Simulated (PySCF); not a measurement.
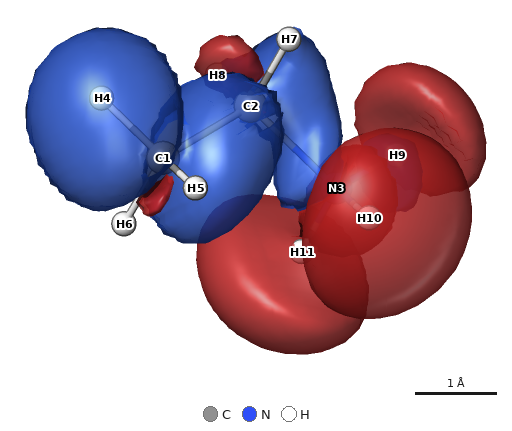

*C2H8N, charge +1, SMILES `CC[NH3+]`. Unrelaxed difference density of S₃ less the ground state (TDA singlet states), ±0.015 e/Å³; red: gain, blue: loss.*

Computed with PySCF, B3LYP/6-31+G*, geometry: GFN2-xTB. No frequency check shows the geometry to be a minimum.

How does the charge move on excitation?

0.89 e is displaced in all, of which about 0.7 e passes between atoms: C1 (0.35 e) and H4 (0.19 e) lose electrons and H10 and H11 (0.16 e each) and N3 (0.16 e) gain them. The state: 9.39 eV (132 nm), f = 0.030, partly diffuse acceptor orbital; the leading pair carries 100 %; hole on C1 (40 %), C2 (21 %) and H4 (20 %), electron on N3 (23 %), H10 and H11 (17 % each) and H9 (16 %) (atom shares of so diffuse an orbital are rough); their centroids lie 2.4 Å apart.
